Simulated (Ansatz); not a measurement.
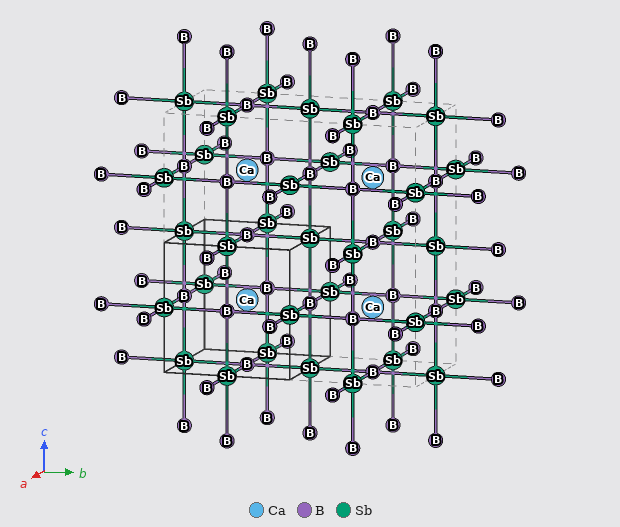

The compound is CaB3Sb3 (space group Pm-3m, No. 221), taken as the geometry relaxed with DFT PBE, scalar-relativistic, plane waves, PAW in Ansatz 0.2.0; the starting structure was generated, so it need not be a known form of this composition.

Bonds are taken as B–Sb below 2.9 Å; Ca is left out of the net, as the electropositive filling of the structure; no other contact counts. Atoms with one bond or none are removed and atoms with two bonds are replaced by edges, until no such atom is left.

Q: What kind of net remains, and which atoms are its nodes?

A: A uninodal 4-connected, three-periodic net: B and Sb are 4-connected nodes.

Q: Which named net is it?

A: It is the nbo net, known from NbO.

Q: Is the net interpenetrated?

A: It is a single net, without interpenetration.

Q: Give the first eight terms of the coordination sequence (nodes one, two, three … edges away).

A: B and Sb: 4, 12, 28, 50, 76, 110, 148, 194.

The simplified net, drawn on the atoms' positions. Nodes are coloured by element. Short stubs are edges that leave the cut-out.

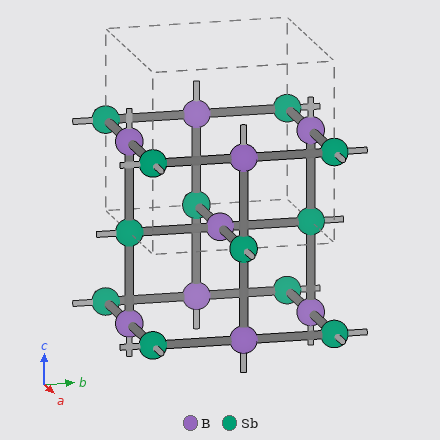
